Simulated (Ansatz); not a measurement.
# C2H3FGe: the cost of one run

All numbers are computed with the Python package of Ansatz 0.2.0. The levels of theory stand in the script.

## Step 1: The structure

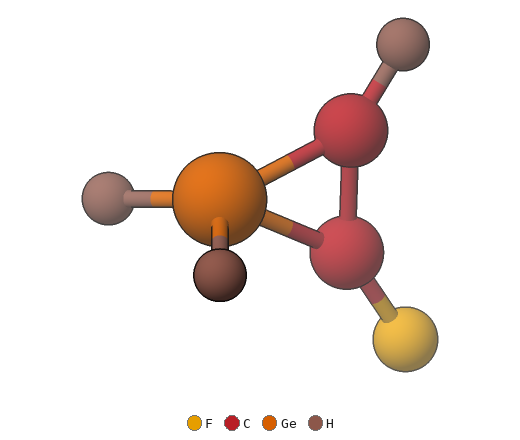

The starting structure, viewed from a chosen angle; fluorine amber, carbon red, germanium orange, hydrogen brown.

No structure file is read: the coordinates are typed or built in the script.

## Step 2: The script

c2h3fge.py

```python
'''One geometry of C2H3FGe, method by method.'''

import warnings

import ansatz as az

BASIS_SET = 'def2-SVP'


def main() -> None:
    warnings.simplefilter('ignore', az.DeckWarning)

    molecule = (
        az.Crystal.molecule()
        .atom('F', [-0.922, -2.0446, 0.5139])
        .atom('C', [-0.2584, -0.8825, 0.2261])
        .atom('C', [1.0278, -0.2604, 0.1085])
        .atom('Ge', [-0.2307, 0.8777, -0.2652])
        .atom('H', [2.1364, -0.3904, 0.1933])
        .atom('H', [-0.9268, 1.69, 0.9051])
        .atom('H', [-0.765, 0.9423, -1.7274])
    )

    model = molecule.calculation().basis(gaussian=BASIS_SET)

    methods = ['mp2', 'ccsd', 'ccsd_t']
    reports = [model.correlation(m).run(threads=1, pin='off').report for m in methods]
    print(f'Hartree-Fock reference {reports[0]["reference_energy_ev"] / 27.211386246:.6f} Ha')
    best = reports[-1]['free_energy_ev'] - reports[-1]['reference_energy_ev']
    for method, each in zip(methods, reports):
        gained = each['free_energy_ev'] - each['reference_energy_ev']
        print(f'{method:8s} total {each["free_energy_ev"] / 27.211386246:.6f} Ha  correlation {gained:9.4f} eV  ({100 * gained / best:.1f} % of the last)')


if __name__ == '__main__':
    main()
```

## Step 3: What the engine is handed

The package turns the script's settings into the engine's input (first run):

```yaml
crystal:
  periodic: [false, false, false]
  atoms:
    - { symbol: F, position_ang: [-0.922, -2.0446, 0.5139] }
    - { symbol: C, position_ang: [-0.2584, -0.8825, 0.2261] }
    - { symbol: C, position_ang: [1.0278, -0.2604, 0.1085] }
    - { symbol: Ge, position_ang: [-0.2307, 0.8777, -0.2652] }
    - { symbol: H, position_ang: [2.1364, -0.3904, 0.1933] }
    - { symbol: H, position_ang: [-0.9268, 1.69, 0.9051] }
    - { symbol: H, position_ang: [-0.765, 0.9423, -1.7274] }
basis:
  gaussian:
    orbitals: def2-SVP
correlation:
  method: mp2
```

## Step 4: The run

The run is started by

```sh
$ python c2h3fge.py
```

**Question.** How long does this script take on 1 thread of Arm Neoverse V2, shared host, and how much memory does it need?

About 16 s, with a peak of 0.36 GiB.
